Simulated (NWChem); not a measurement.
# C3H8S2 (methyl ethyl disulfide) at 3 levels

Wanted: a comparison of 3 runs (TPSS/cc-pVDZ, r2SCAN/cc-pVDZ, revPBE/cc-pVDZ) of C3H8S2 (methyl ethyl disulfide). 

Program for the calculation: NWChem 7.3.0.

## (1) The molecule

C3H8S2: 13 atoms, total charge 0, spin state singlet. As SMILES, `CCSSC`. Geometry: relaxed at PBE0-D4/def2-TZVP. This is one conformer, not always the lowest.

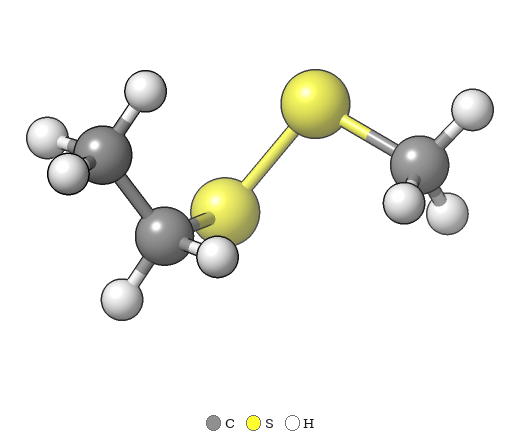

The structure, seen from a chosen angle (carbon grey, sulfur yellow, hydrogen white).

## (2) Energy and gradient at TPSS/cc-pVDZ (run 1)

c3h8s2.nw reads:

```
start c3h8s2
title "C3H8S2 gradient"
memory stack 880 mb heap 220 mb global 1100 mb
charge 0
geometry noautosym nocenter noautoz
 C     -0.754600    -1.111400     1.596000
 C      0.476600    -1.029400     0.722400
 S      0.129800    -1.112800    -1.058200
 S     -0.933400     0.575000    -1.424800
 C      0.348000     1.811000    -1.723300
 H     -1.434300    -0.285200     1.378000
 H     -1.291200    -2.047100     1.428500
 H     -0.479000    -1.054000     2.652700
 H      1.143700    -1.881700     0.888600
 H      1.055200    -0.124700     0.922000
 H     -0.173100     2.734700    -1.985900
 H      0.986200     1.506900    -2.551900
 H      0.946500     1.983900    -0.829200
end
basis "ao basis" spherical bse
 * library cc-pVDZ
end
dft
 xc xtpss03 ctpss03
 mult 1
 grid fine
 convergence energy 1e-08
 iterations 100
 mulliken
end
task dft gradient
```

The run is started by

```console
$ nwchem c3h8s2.nw > c3h8s2.out
```

Log:

```text
[...]
          Wavefunction type:  closed shell.
          No. of atoms     :    13
          No. of electrons :    58
[...]
          Charge           :     0
          Spin multiplicity:     1
[...]
          AO basis - number of functions:   118
[...]
              XC Information
              --------------
                  TPSS metaGGA Exchange Functional  1.000
             TPSS03 metaGGA Correlation Functional  1.000
[...]
 d= 0,ls=0.0,diis     1   -915.5480269082 -1.22D+03  5.87D-03  4.12D-01     7.0
[...]
 d= 0,ls=0.0,diis    10   -915.5977767366 -3.93D-09  2.56D-07  1.27D-09    57.9
         Total DFT energy =     -915.597776736626
      One electron energy =    -1855.118493572347
           Coulomb energy =      710.658526583197
    Exchange-Corr. energy =      -70.788269388212
 Nuclear repulsion energy =      299.650459640736
[...]
      Total Density - Mulliken Population Analysis
     ---------------------------------------------
    Atom       Charge   Shell Charges
 -----------   ------   -------------------------------------------------------
    1 C    6     6.02   2.01  0.66  0.36  2.12  0.81  0.05
    2 C    6     6.14   2.01  0.68  0.47  2.07  0.84  0.07
    3 S   16    16.07   2.00  2.03  0.94  0.92  6.01  2.35  1.72  0.12
    4 S   16    16.08   2.00  2.03  0.94  0.92  6.01  2.35  1.73  0.12
    5 C    6     6.11   2.01  0.67  0.44  2.08  0.86  0.04
    6 H    1     0.96   0.75  0.17  0.03
    7 H    1     0.96   0.76  0.18  0.03
    8 H    1     0.97   0.76  0.18  0.03
    9 H    1     0.94   0.76  0.16  0.03
   10 H    1     0.94   0.76  0.16  0.03
[...]
  wavefunction    = closed shell
                         DFT ENERGY GRADIENTS
    atom               coordinates                        gradient
                 x          y          z           x          y          z
   1 C      -1.425987  -2.100241   3.016003    0.000842   0.000537  -0.001193
   2 C       0.900643  -1.945284   1.365138   -0.000947  -0.000338  -0.006649
   3 S       0.245286  -2.102887  -1.999708   -0.008364   0.018297   0.011085
   4 S      -1.763870   1.086592  -2.692482    0.021051  -0.007826   0.001939
   5 C       0.657625   3.422294  -3.256565   -0.004397  -0.004235   0.001188
   6 H      -2.710434  -0.538950   2.604042    0.005210  -0.006445   0.001574
   7 H      -2.440014  -3.868458   2.699474    0.004128   0.007171   0.001154
   8 H      -0.905179  -1.991771   5.012876   -0.002157  -0.000510  -0.008089
   9 H       2.161280  -3.555897   1.679211   -0.004889   0.006173  -0.000782
  10 H       1.994039  -0.235649   1.742327   -0.004649  -0.006834  -0.001689
  11 H      -0.327112   5.167834  -3.752807    0.004165  -0.006668   0.001912
[...]
```

Wall time 73 s (1 thread of Intel Xeon 6975P-C (Granite Rapids), shared host); peak memory 0.13 GiB.

## (3) Energy and gradient at r2SCAN/cc-pVDZ (run 2)

run.py reads:

```python
from ase import Atoms
from ase.calculators.nwchem import NWChem

mol = Atoms(['C', 'C', 'S', 'S', 'C', 'H', 'H', 'H', 'H', 'H', 'H', 'H', 'H'], positions=[
    [-0.754600, -1.111400, 1.596000],
    [0.476600, -1.029400, 0.722400],
    [0.129800, -1.112800, -1.058200],
    [-0.933400, 0.575000, -1.424800],
    [0.348000, 1.811000, -1.723300],
    [-1.434300, -0.285200, 1.378000],
    [-1.291200, -2.047100, 1.428500],
    [-0.479000, -1.054000, 2.652700],
    [1.143700, -1.881700, 0.888600],
    [1.055200, -0.124700, 0.922000],
    [-0.173100, 2.734700, -1.985900],
    [0.986200, 1.506900, -2.551900],
    [0.946500, 1.983900, -0.829200],
])

calc = NWChem(
    label='sp',
    theory='dft',
    memory='2200 mb',
    basis='cc-pVDZ',
    basispar='spherical bse',
    dft={'xc': 'r2scan', 'mult': '1', 'grid': 'fine', 'convergence': 'energy 1e-08', 'iterations': '100', 'mulliken': None},
)
mol.calc = calc

forces = mol.get_forces()
e = mol.get_potential_energy()
print(f"E = {e:.6f} eV")
print("forces (eV/A):")
for s, f in zip(mol.symbols, forces):
    print(f"{s:2s} {f[0]:10.5f} {f[1]:10.5f} {f[2]:10.5f}")
print("dipole (e A):", mol.get_dipole_moment().round(4))
```

The run is started by

```console
$ export ASE_NWCHEM_COMMAND="nwchem PREFIX.nwi > PREFIX.nwo"
$ python run.py
```

Log:

```text
E = -24909.261394 eV
forces (eV/A):
C     0.09035   -0.01460   -0.03548
C    -0.14090    0.01383    0.25690
S     0.34710   -0.72526   -0.37698
S    -0.78079    0.37050   -0.07708
C     0.09261    0.07256   -0.02036
H    -0.20286    0.24600   -0.05718
H    -0.16265   -0.27501   -0.04808
H     0.07873    0.02124    0.30334
H     0.21237   -0.24960    0.03461
H     0.20728    0.29321    0.07842
H    -0.15303    0.26071   -0.07317
H     0.21037   -0.08366   -0.26698
H     0.20147    0.07004    0.28200
dipole (e A): [0.2606 0.2283 0.2765]
```

The calculator wrote sp.nwi:

```
title "sp"

permanent_dir sp

scratch_dir sp

start sp

geometry units angstrom nocenter noautosym noautoz
  C  -7.5460000000000005e-01 -1.1113999999999999e+00 1.5960000000000001e+00
  C  4.7660000000000002e-01 -1.0294000000000001e+00 7.2240000000000004e-01
  S  1.2980000000000000e-01 -1.1128000000000000e+00 -1.0582000000000000e+00
  S  -9.3340000000000001e-01 5.7499999999999996e-01 -1.4248000000000001e+00
  C  3.4799999999999998e-01 1.8109999999999999e+00 -1.7233000000000001e+00
  H  -1.4342999999999999e+00 -2.8520000000000001e-01 1.3779999999999999e+00
  H  -1.2911999999999999e+00 -2.0470999999999999e+00 1.4285000000000001e+00
  H  -4.7899999999999998e-01 -1.0540000000000000e+00 2.6526999999999998e+00
  H  1.1436999999999999e+00 -1.8816999999999999e+00 8.8859999999999995e-01
  H  1.0551999999999999e+00 -1.2470000000000001e-01 9.2200000000000004e-01
  H  -1.7310000000000000e-01 2.7347000000000001e+00 -1.9859000000000000e+00
  H  9.8619999999999997e-01 1.5068999999999999e+00 -2.5518999999999998e+00
  H  9.4650000000000001e-01 1.9839000000000000e+00 -8.2920000000000005e-01
end

memory 2200 mb

basis spherical bse noprint
   * library cc-pVDZ
end

dft
  xc r2scan
  mult 1
  grid fine
  convergence energy 1e-08
  iterations 100
  mulliken
end

task dft gradient
```

sp.nwo:

```text
Northwest Computational Chemistry Package (NWChem) 7.3.0
             --------------------------------------------------------

           Job information
           ---------------

    nwchem branch   = 7.3.0
    use scalapack   = T
    input           = sp.nwi
    prefix          = sp.
    data base       = sp/sp.db
    status          = startup
    nproc           =        1

           Memory information
           ------------------

    heap     =     72089596 doubles =      550.0 Mbytes
    stack    =     72089601 doubles =      550.0 Mbytes
    global   =    144179200 doubles =     1100.0 Mbytes (distinct from heap & stack)
    total    =    288358397 doubles =     2200.0 Mbytes
    verify   = yes
    hardfail = no

           Directory information
           ---------------------

  0 permanent = sp
  0 scratch   = sp

                                NWChem Input Module
                                -------------------

                                        sp
                                        --

[... 101 lines left out ...]
  convergence criterion.
[... 17 lines left out ...]
          Convergence on gradient requested:  5.00D-04
[... 23 lines left out ...]
          Convergence aids based upon iterative change in
[... 28 lines left out ...]
 1-e energy   =   -1850.590545
[... 62 lines left out ...]
         Total DFT energy =     -915.398479580406
[... 2 lines left out ...]
    Exchange-Corr. energy =      -70.568557167575
[... 891 lines left out ...]
          Convergence on energy requested:  1.00D-08
[... 21 lines left out ...]
          Spatial weights used:  Erf1
[... 4 lines left out ...]
          total energy or number of iterations.
[... 18 lines left out ...]
                            NWChem DFT Gradient Module
                            --------------------------

                                        sp

  charge          =   0.00
  wavefunction    = closed shell

                         DFT ENERGY GRADIENTS

    atom               coordinates                        gradient
                 x          y          z           x          y          z
   1 C      -1.425987  -2.100241   3.016003   -0.001757   0.000284   0.000690
   2 C       0.900643  -1.945284   1.365138    0.002740  -0.000269  -0.004996
   3 S       0.245286  -2.102887  -1.999708   -0.006750   0.014104   0.007331
[... 9 lines of this table left out ...]
  13 H       1.788626   3.749027  -1.566961   -0.003918  -0.001362  -0.005484

                 ----------------------------------------
                 |  Time  |  1-e(secs)   |  2-e(secs)   |
                 ----------------------------------------
                 |  CPU   |       0.01   |       7.99   |
                 ----------------------------------------
                 |  WALL  |       0.01   |       7.99   |
                 ----------------------------------------

 Task  times  cpu:       71.4s     wall:       71.4s
 Total times  cpu:       71.4s     wall:       71.4s
```

Wall time 73 s (1 thread of Intel Xeon 6975P-C (Granite Rapids), shared host); peak memory 0.14 GiB.

## (4) Energy and gradient at revPBE/cc-pVDZ (run 3)

work.nw reads:

```
start work
memory total 2200 mb
charge 0

geometry units angstrom noautosym nocenter noautoz
 C    -0.754600   -1.111400    1.596000
 C     0.476600   -1.029400    0.722400
 S     0.129800   -1.112800   -1.058200
 S    -0.933400    0.575000   -1.424800
 C     0.348000    1.811000   -1.723300
 H    -1.434300   -0.285200    1.378000
 H    -1.291200   -2.047100    1.428500
 H    -0.479000   -1.054000    2.652700
 H     1.143700   -1.881700    0.888600
 H     1.055200   -0.124700    0.922000
 H    -0.173100    2.734700   -1.985900
 H     0.986200    1.506900   -2.551900
 H     0.946500    1.983900   -0.829200
end

basis "ao basis" spherical bse
 * library cc-pVDZ
end

dft
 xc revpbe cpbe96
 grid fine
 convergence energy 1e-08
 iterations 100
 mulliken
end

task dft gradient
```

The run is started by

```console
$ nwchem work.nw > work.out
```

Log:

```text
[...]
          Wavefunction type:  closed shell.
          No. of atoms     :    13
          No. of electrons :    58
[...]
          Charge           :     0
          Spin multiplicity:     1
[...]
          AO basis - number of functions:   118
[...]
              XC Information
              --------------
                        RevPBE Exchange Functional  1.000
            Perdew 1991 LDA Correlation Functional  1.000 local
           PerdewBurkeErnz. Correlation Functional  1.000 non-local
[...]
 d= 0,ls=0.0,diis     1   -915.2953491052 -1.21D+03  6.18D-03  4.73D-01     6.4
[...]
 d= 0,ls=0.0,diis    10   -915.3438476174 -7.71D-09  3.53D-07  2.30D-09    51.6
         Total DFT energy =     -915.343847617356
      One electron energy =    -1855.108487758813
           Coulomb energy =      710.628389248305
    Exchange-Corr. energy =      -70.514208747584
 Nuclear repulsion energy =      299.650459640736
[...]
      Total Density - Mulliken Population Analysis
     ---------------------------------------------
    Atom       Charge   Shell Charges
 -----------   ------   -------------------------------------------------------
    1 C    6     6.00   2.01  0.66  0.36  2.12  0.80  0.04
    2 C    6     6.14   2.02  0.67  0.48  2.08  0.83  0.07
    3 S   16    16.06   2.00  2.03  0.94  0.90  6.01  2.34  1.71  0.12
    4 S   16    16.07   2.00  2.03  0.94  0.91  6.01  2.34  1.72  0.12
    5 C    6     6.11   2.01  0.67  0.45  2.09  0.85  0.04
    6 H    1     0.96   0.75  0.18  0.03
    7 H    1     0.97   0.75  0.19  0.03
    8 H    1     0.98   0.75  0.19  0.03
    9 H    1     0.95   0.75  0.17  0.03
   10 H    1     0.95   0.75  0.17  0.03
[...]
  wavefunction    = closed shell
                         DFT ENERGY GRADIENTS
    atom               coordinates                        gradient
                 x          y          z           x          y          z
   1 C      -1.425987  -2.100241   3.016003   -0.001273   0.000537  -0.000674
   2 C       0.900643  -1.945284   1.365138    0.002089  -0.000013  -0.005215
   3 S       0.245286  -2.102887  -1.999708   -0.008687   0.019530   0.012103
   4 S      -1.763870   1.086592  -2.692482    0.022206  -0.008104   0.002932
   5 C       0.657625   3.422294  -3.256565   -0.002091  -0.002225   0.000676
   6 H      -2.710434  -0.538950   2.604042    0.007219  -0.008306   0.001523
   7 H      -2.440014  -3.868458   2.699474    0.005922   0.009578   0.001225
   8 H      -0.905179  -1.991771   5.012876   -0.002400  -0.000630  -0.011014
   9 H       2.161280  -3.555897   1.679211   -0.007275   0.008517  -0.001464
  10 H       1.994039  -0.235649   1.742327   -0.006819  -0.009198  -0.002569
  11 H      -0.327112   5.167834  -3.752807    0.005206  -0.009643   0.002733
[...]
```

Run time: 63 s. Hardware: 1 thread of Intel Xeon 6975P-C (Granite Rapids), shared host; peak memory 0.13 GiB.

## (5) Overview of the runs

```tsv
run	level	energy (Eh)	dipole moment (D)	HOMO energy (eV)	LUMO energy (eV)	wall time
1	TPSS/cc-pVDZ	-915.597777	2.05	-5.49	-0.69	73 s
2	r2SCAN/cc-pVDZ	-915.398480	2.13	-5.66	-0.67	73 s
3	revPBE/cc-pVDZ	-915.343848	1.99	-5.34	-0.76	63 s
```

## (6) What came out

| quantity | value |
| --- | --- |
| run 3: total energy | -915.34385 Eh |
| run 3: dipole moment | 1.99 D |
| run 3: HOMO energy | -5.34 eV |
| run 3: LUMO energy | -0.76 eV |
| run 3: HOMO–LUMO gap | 4.58 eV |
| run 3: largest force on an atom | 1.263 eV/Å |

**Reading.** The dipole moment (its size) runs from 1.99 D (revPBE/cc-pVDZ) to 2.13 D (r2SCAN/cc-pVDZ). The HOMO–LUMO gap runs from 4.58 eV (revPBE/cc-pVDZ) to 4.99 eV (r2SCAN/cc-pVDZ). Totals of different functionals can't be ranked against each other. All runs together took 3.5 min, the longest 73 s.
